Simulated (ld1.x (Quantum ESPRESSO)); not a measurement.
Run report: Tc, pseudopotential generation (part 2 of 2)

Continued. System: technetium (Tc, Z = 43), core [Ar] 3d10 4s2, reference valence 4p6 4d4 5s0 5p0 (an ion of charge +3), valence charge 13. Method: TM potential, BP86, fully relativistic, made with ld1.x (Quantum ESPRESSO) 7.5.

## Output of the test run (extracts), continued
```
     ---------------------- Testing the pseudopotential ----------------------

     Tc
     dirac relativistic calculation

     atomic number is 43.00   valence charge is 13.00
     dft =BP   lsd =0 sic =0 latt =0  beta=0.20 tr2=1.0E-14
     mesh =1231 r(mesh) = 100.86670 xmin = -7.00 dx = 0.01250

     n l  j  nl             e AE (Ry)       e PS (Ry)    De AE-PS (Ry)
     2 1 0.5 4P   1( 2.00)       -3.27524       -3.27538        0.00014
     2 1 1.5 4P   1( 4.00)       -3.06063       -3.06050       -0.00013
     3 2 1.5 4D   1( 2.40)       -0.35082       -0.34993       -0.00089
     3 2 2.5 4D   1( 3.60)       -0.33178       -0.33069       -0.00109
     1 0 0.5 5S   1( 1.00)       -0.32041       -0.32403        0.00363
     3 1 0.5 5P   1( 0.00)       -0.08373       -0.08414        0.00041
     3 1 1.5 5P   1( 0.00)       -0.07580       -0.07615        0.00036

     eps = 7.9E-15  iter = 14

     Etot =   -8574.435892 Ry,   -4287.217946 Ha, -116661.143450 eV
     Etotps =  -135.160210 Ry,     -67.580105 Ha,   -1838.948336 eV
     dEtot_ae =      -3.898291 Ry
     dEtot_ps =      -3.901073 Ry,   Delta E=       0.002781 Ry

     Ekin =      49.045975 Ry,      24.522988 Ha,     667.304488 eV
     Encl =    -247.881335 Ry,    -123.940667 Ha,   -3372.597372 eV
     Ehrt =      96.132683 Ry,      48.066342 Ha,    1307.951789 eV
     Ecxc =     -38.120541 Ry,     -19.060271 Ha,    -518.656387 eV
     (Ecc =     -20.962400 Ry,     -10.481200 Ha,    -285.207983 eV)
     Epseu=       5.663008 Ry,       2.831504 Ha,      77.049146 eV

     ---------------------- End of pseudopotential test ----------------------

     ---------------------- Testing the pseudopotential ----------------------

     Tc
     dirac relativistic calculation

     atomic number is 43.00   valence charge is 13.00
     dft =BP   lsd =0 sic =0 latt =0  beta=0.20 tr2=1.0E-14
     mesh =1231 r(mesh) = 100.86670 xmin = -7.00 dx = 0.01250

     n l  j  nl             e AE (Ry)       e PS (Ry)    De AE-PS (Ry)
     2 1 0.5 4P   1( 2.00)       -4.14097       -4.13528       -0.00568  !
     2 1 1.5 4P   1( 4.00)       -3.92371       -3.91814       -0.00557  !
     3 2 1.5 4D   1( 2.00)       -1.14553       -1.14211       -0.00341
     3 2 2.5 4D   1( 3.00)       -1.12348       -1.12003       -0.00344
     1 0 0.5 5S   1( 0.00)       -0.91026       -0.91253        0.00227
     3 1 0.5 5P   1( 0.33)       -0.57936       -0.58128        0.00192
     3 1 1.5 5P   1( 0.67)       -0.56162       -0.56354        0.00192

     eps = 5.3E-15  iter = 11

     Etot =   -8573.416850 Ry,   -4286.708425 Ha, -116647.278673 eV
     Etotps =  -134.140832 Ry,     -67.070416 Ha,   -1825.078992 eV
     dEtot_ae =      -2.879249 Ry
     dEtot_ps =      -2.881695 Ry,   Delta E=       0.002446 Ry

     Ekin =      48.408604 Ry,      24.204302 Ha,     658.632607 eV
     Encl =    -236.492106 Ry,    -118.246053 Ha,   -3217.639024 eV
     Ehrt =      85.872561 Ry,      42.936280 Ha,    1168.355708 eV
     Ecxc =     -37.366072 Ry,     -18.683036 Ha,    -508.391308 eV
     (Ecc =     -20.962400 Ry,     -10.481200 Ha,    -285.207983 eV)
     Epseu=       5.436182 Ry,       2.718091 Ha,      73.963024 eV

     ---------------------- End of pseudopotential test ----------------------

     ---------------------- Testing the pseudopotential ----------------------

     Tc
     dirac relativistic calculation

     atomic number is 43.00   valence charge is 13.00
     dft =BP   lsd =0 sic =0 latt =0  beta=0.20 tr2=1.0E-14
     mesh =1231 r(mesh) = 100.86670 xmin = -7.00 dx = 0.01250

     n l  j  nl             e AE (Ry)       e PS (Ry)    De AE-PS (Ry)
     2 1 0.5 4P   1( 2.00)       -3.59554       -3.59600        0.00046
     2 1 1.5 4P   1( 4.00)       -3.37820       -3.37842        0.00023
     3 2 1.5 4D   1( 2.00)       -0.61152       -0.61048       -0.00105
     3 2 2.5 4D   1( 3.00)       -0.59014       -0.58897       -0.00117
     1 0 0.5 5S   1( 1.00)       -0.45072       -0.45222        0.00150
     3 1 0.5 5P   1( 0.33)       -0.17260       -0.17331        0.00071
     3 1 1.5 5P   1( 0.67)       -0.16109       -0.16177        0.00068

     eps = 1.0E-15  iter = 15

     Etot =   -8574.091707 Ry,   -4287.045853 Ha, -116656.460567 eV
     Etotps =  -134.817598 Ry,     -67.408799 Ha,   -1834.286873 eV
     dEtot_ae =      -3.554106 Ry
     dEtot_ps =      -3.558462 Ry,   Delta E=       0.004356 Ry

     Ekin =      47.853845 Ry,      23.926923 Ha,     651.084731 eV
     Encl =    -243.356266 Ry,    -121.678133 Ha,   -3311.030673 eV
     Ehrt =      92.505392 Ry,      46.252696 Ha,    1258.599972 eV
     Ecxc =     -37.713104 Ry,     -18.856552 Ha,    -513.112925 eV
     (Ecc =     -20.962400 Ry,     -10.481200 Ha,    -285.207983 eV)
     Epseu=       5.892535 Ry,       2.946267 Ha,      80.172021 eV

     ---------------------- End of pseudopotential test ----------------------

     ---------------------- Testing the pseudopotential ----------------------

     Tc
     dirac relativistic calculation

     atomic number is 43.00   valence charge is 13.00
     dft =BP   lsd =0 sic =0 latt =0  beta=0.20 tr2=1.0E-14
     mesh =1231 r(mesh) = 100.86670 xmin = -7.00 dx = 0.01250

     n l  j  nl             e AE (Ry)       e PS (Ry)    De AE-PS (Ry)
     2 1 0.5 4P   1( 2.00)       -6.81405       -6.81767        0.00362
     2 1 1.5 4P   1( 4.00)       -6.58532       -6.58899        0.00367
     3 2 1.5 4D   1( 1.20)       -3.63105       -3.63269        0.00164
     3 2 2.5 4D   1( 1.80)       -3.60242       -3.60408        0.00166
     1 0 0.5 5S   1( 0.00)       -2.77434       -2.77080       -0.00353
     3 1 0.5 5P   1( 0.00)       -2.25255       -2.26750        0.01495  !
     3 1 1.5 5P   1( 0.00)       -2.20909       -2.22474        0.01565  !

     eps = 1.2E-15  iter = 11

     Etot =   -8567.443547 Ry,   -4283.721773 Ha, -116566.007743 eV
     Etotps =  -128.164254 Ry,     -64.082127 Ha,   -1743.763514 eV
     dEtot_ae =       3.094054 Ry
     dEtot_ps =       3.094882 Ry,   Delta E=      -0.000828 Ry

     Ekin =      42.550331 Ry,      21.275165 Ha,     578.926745 eV
     Encl =    -199.900210 Ry,     -99.950105 Ha,   -2719.780917 eV
     Ehrt =      58.565262 Ry,      29.282631 Ha,     796.820989 eV
     Ecxc =     -35.056035 Ry,     -17.528017 Ha,    -476.961652 eV
     (Ecc =     -20.962400 Ry,     -10.481200 Ha,    -285.207983 eV)
     Epseu=       5.676397 Ry,       2.838199 Ha,      77.231320 eV

     ---------------------- End of pseudopotential test ----------------------
```

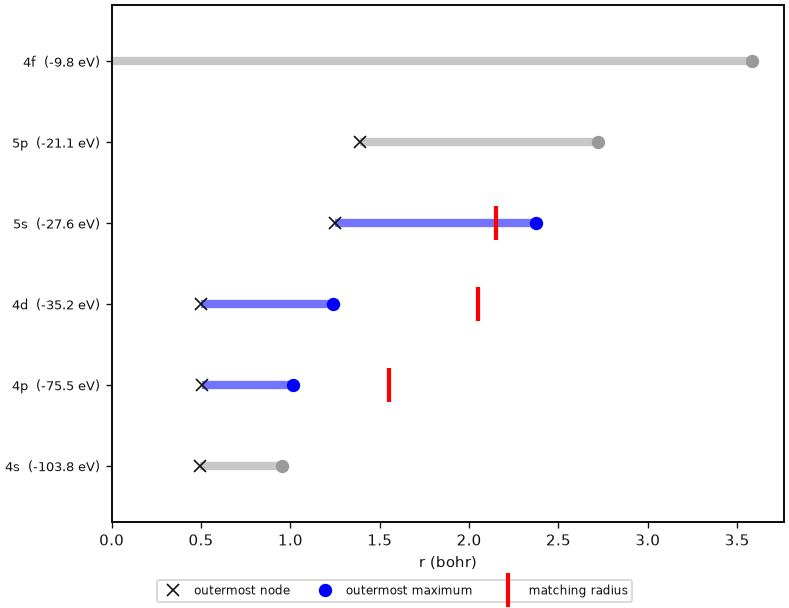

Outer shells of the all-electron reference atom: each bar runs from the outermost node (or the nucleus) to the outermost maximum of u(r); the tick is the radius chosen for the pseudo-wave. Shells without a tick have no pseudo-wave of their own. Levels, nodes and maxima are from ld1.x, scalar-relativistic.

- Radii against the shells: 4p: 1.55 bohr, outside the maximum; 4d: 2.05 bohr, outside the maximum; 5s: 2.15 bohr, between node and maximum.

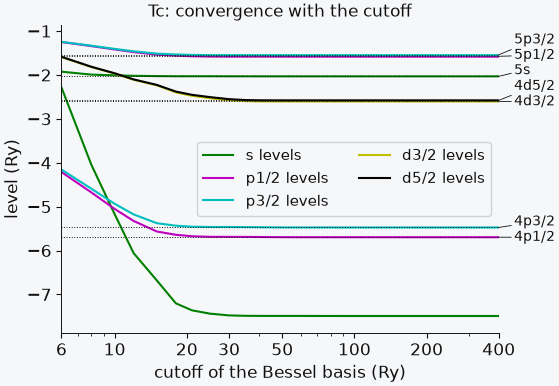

The pseudo-atom Hamiltonian at the reference potential is diagonalised in spherical Bessel functions (20 bohr box) up to the cutoff. Curves: the lowest levels of each channel that holds a bound state. Dotted lines: the all-electron valence levels.

- Ghost states: ghost state below the valence levels: s at -101.9 eV. A ghost is a state of the pseudo-atom that lies below a valence level of its channel, or is bound in a channel without one, and matches no all-electron valence level; bound levels above the valence ones can be real empty states. The s ghost lies close to the 4s core level of the all-electron atom (-7.63 Ry), so the potential binds a state that should have stayed in the core. Not every valence level is met: 5p1/2 ends 0.009 Ry too low, 5p3/2 ends 0.009 Ry too low at the highest cutoff, where a miss can come from the basis as well as from the potential. In Ry: s -7.49.
- Onset of the ghost: the lowest s curve lies clearly below the lowest valence level of its channel already at the lowest cutoff, 6 Ry, and ends at -7.49 Ry.
- All-electron valence levels: 5s: -2.03 Ry; 4p1/2: -5.7 Ry; 5p1/2: -1.58 Ry; 4p3/2: -5.5 Ry; 5p3/2: -1.54 Ry; 4d3/2: -2.60 Ry; 4d5/2: -2.58 Ry.

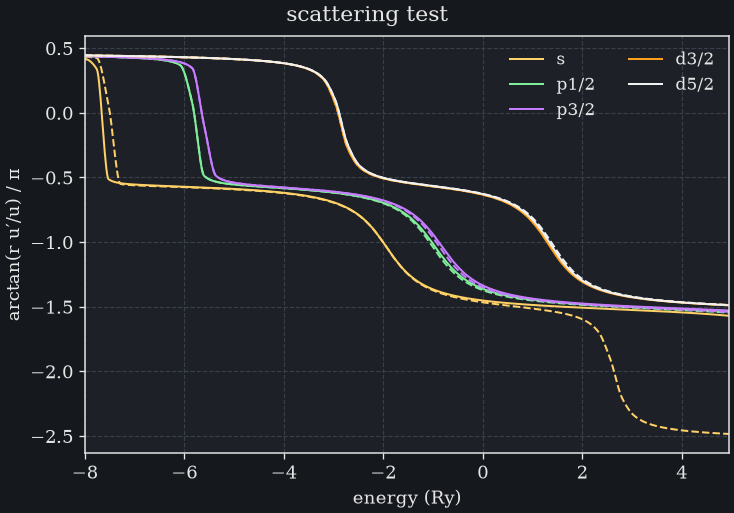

Unwrapped phase arctan(r u′/u) in units of π against energy, all-electron (solid) and pseudo (dashed); the pseudo phase is matched to the all-electron one at the reference energy. Here u = r R(r). A near-vertical step is a level narrower than the spacing of the points behind the curves.

- Ghost states: Going away from the reference energies, the phases part by more than π/2 in: s at about 2.7 Ry (above its reference energy, pseudo phase lower); s at about -7.5 Ry (below its reference energy, pseudo phase higher, at the flagged ghost). Such a step is either a state that only one of the two atoms has or an ordinary level shifted in energy. The separate test gives: ghost state below the valence levels: s at -101.9 eV.
- Range over which the phases agree within 0.05 rad: s: between about -7.4 and 0.2 Ry; p1/2: up to about -1.4 Ry; p3/2: up to about -1.3 Ry; d3/2: over the whole range drawn; d5/2: up to about 1.0 Ry.

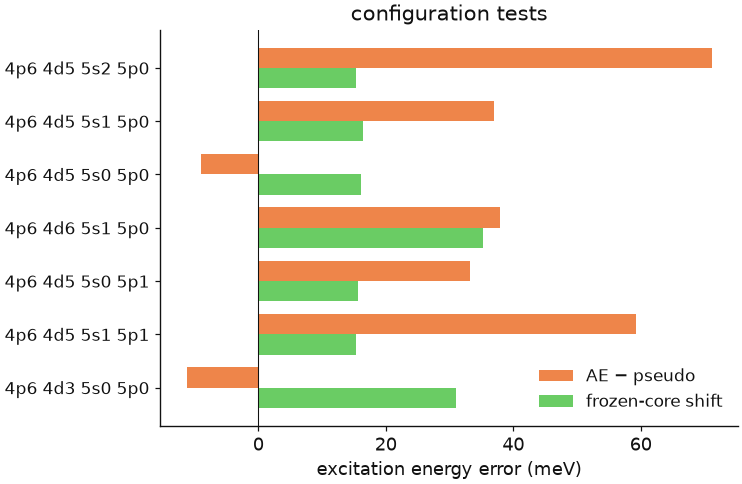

Errors, all-electron minus pseudo, of the energies of valence configurations relative to the unpolarised reference 4p6 4d4 5s0 5p0. The frozen-core shift is the all-electron excitation energy with the core held at its reference shape less the relaxed one.

- Worst configuration: 4p6 4d5 5s2 5p0 (neutral): the error is +71 meV on an all-electron energy of -52.15 eV relative to the reference, or 0.14 %.
- Errors in meV: 4p6 4d5 5s2 5p0: +71; 4p6 4d5 5s1 5p0: +37; 4p6 4d5 5s0 5p0: -9.0; 4p6 4d6 5s1 5p0: +38; 4p6 4d5 5s0 5p1: +33; 4p6 4d5 5s1 5p1: +59; 4p6 4d3 5s0 5p0: -11. The potential isn't sound: its ghost test gives ghost state below the valence levels: s at -101.9 eV.

Outcome of the run: generated, with a ghost state.
